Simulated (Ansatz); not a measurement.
# UCCSDT/3-21G run of Si2 (disilicon)

What is the electronic atomisation energy of Si2 (disilicon) at UCCSDT/3-21G? 

Program for the calculation: Ansatz 0.2.0.

65 further runs of the same task are left out: 32 that didn't finish, 33 set aside as unsound or not needed.

## Step 1: Starting point

Si2: 2 atoms, total charge 0, spin state triplet. SMILES: `[Si]=[Si]`. Geometry: relaxed at GFN2-xTB.

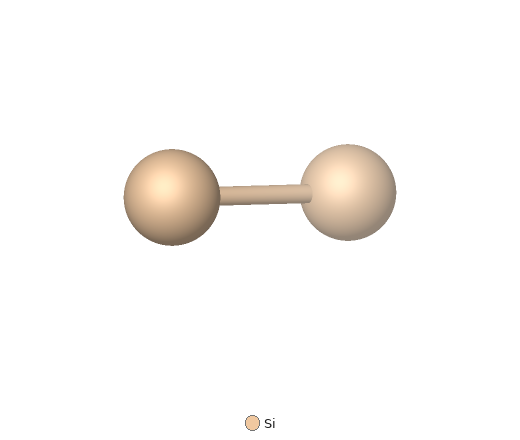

The structure, seen from a chosen angle (silicon light orange).

## Step 2: A single-point energy at UCCSDT/3-21G

File molecule.yaml:

```yaml
crystal:
  periodic: [false, false, false]
  atoms:
    - {symbol: Si, position_ang: [0.000000, 0.000000, 0.000000]}
    - {symbol: Si, position_ang: [0.000000, 0.000000, 2.174210]}
basis:
  gaussian: {orbitals: 3-21G.json}
magnetization: {spin_polarized: true, initial_magnetization: 2}
correlation: {method: ccsdt, frozen_orbitals: {Si: 5}}
accuracy: high
scf: {omitted_lower_state_checks: [cluster_reference, increment]}
```

The basis set 3-21G is read from a file made from the Basis Set Exchange's data (not shown).

Command:

```console
$ ansatz run molecule.yaml --threads 1 --pin off --max-ram 2610MiB --events-out events.jsonl --progress --plain --runs-dir runs
```

Log, shortened:

```text
Warning: RAYON_NUM_THREADS=1 ignored (pool sized by the plan → 1); use --threads N
Functional definition: HF
  name "HF"
[...]
528 factors; integrals over basis functions are off by at most 2.8e-9 eV
[...]
mean field -15638.72564518 eV, -574.7125671514 hartree, gradient 1.2e-8 eV, S^2 2.511459; 17 other end points of the search recorded, 0 dependent functions left out
10 core orbitals not correlated: weight in the atoms' cores, before any rotation towards them, 1.000 or more for the frozen orbitals, at most 0.000 for the correlated occupied ones
reference -15638.72564518 eV, -574.7125671514 hartree; 5, 3 occupied and 11, 13 virtual orbitals, 528 factors
second order -1.72453399 eV of doubles, -0.00000000 eV of singles
cycle   1  -2.05014175 eV  change   -3.3e-1 eV  update   1.1e-1
[...]
cycle  35  -2.85373759 eV  change   9.2e-11 eV  update  6.7e-10
Total energy: -15641.57938277 eV, -574.8174400736 hartree
Checks for a lower state left out: cluster_reference, increment
```

It took 2.5 s on 1 thread of Arm Neoverse V1, shared host; peak memory 0.091 GiB.

## Step 3: The Si atom, same level

File molecule.yaml:

```yaml
crystal:
  periodic: [false, false, false]
  atoms:
    - {symbol: Si, position_ang: [0.000000, 0.000000, 0.000000]}
basis:
  gaussian:
    orbitals: 3-21G.json
correlation:
  method: ccsdt
  frozen_orbitals: {Si: 5}
accuracy: high
magnetization:
  spin_polarized: true
  initial_magnetization: 2
scf:
  omitted_lower_state_checks: [cluster_reference, increment]
```

The basis set 3-21G is read from a file made from the Basis Set Exchange's data (not shown).

Command:

```console
$ ansatz run molecule.yaml --threads 1 --pin off --max-ram 2610MiB --events-out events.jsonl --progress --plain --runs-dir runs
```

Log, shortened:

```text
Warning: RAYON_NUM_THREADS=1 ignored (pool sized by the plan → 1); use --threads N
[... 2 set-up lines as earlier in the session ...]
[...]
78 factors; integrals over basis functions are off by at most 3.4e-9 eV
[...]
mean field -7819.04028989 eV, -287.3444307175 hartree, gradient 4.7e-8 eV, S^2 2.000009; 3 other end points of the search recorded, 0 dependent functions left out
5 core orbitals not correlated: weight in the atoms' cores, before any rotation towards them, 1.000 or more for the frozen orbitals, at most 0.000 for the correlated occupied ones
reference -7819.04028989 eV, -287.3444307175 hartree; 3, 1 occupied and 5, 7 virtual orbitals, 78 factors
second order -0.41590131 eV of doubles, -0.00000000 eV of singles
cycle   1  -0.56188947 eV  change   -1.5e-1 eV  update   3.9e-2
[...]
cycle  15  -0.65758286 eV  change  -2.1e-10 eV  update  1.1e-10
Total energy: -7819.69787275 eV, -287.3685964418 hartree
Checks for a lower state left out: cluster_reference, increment
```

Wall time 0.52 s (1 thread of Arm Neoverse V1, shared host).

## Step 4: Summary of results

Level: UCCSDT/3-21G, 10 core orbitals frozen.

```
                                              quantity          value
                                molecule: total energy  -574.81744 Eh
molecule: correlation energy (10 core orbitals frozen)     -104.9 mEh
           molecule: ⟨S²⟩ of the reference determinant          2.511
                               molecule: T1 diagnostic          0.119
                                 Si atom: total energy  -287.36860 Eh
  Si atom: correlation energy (5 core orbitals frozen)      -24.2 mEh
            Si atom: ⟨S²⟩ of the reference determinant          2.000
                                Si atom: T1 diagnostic          0.004
                         electronic atomisation energy       2.184 eV
```

**Reading.** Taking the molecule apart into free atoms costs 2.18 eV (211 kJ/mol), before zero-point energy and without spin-orbit coupling. The basis has no polarisation functions, which makes bonds too weak. ⟨S²⟩ (molecule) is 2.51 where a pure triplet has 2.00: the reference is spin-contaminated. The T1 diagnostic (molecule) of 0.119 is above the customary mark for such species, so a single reference may not serve.
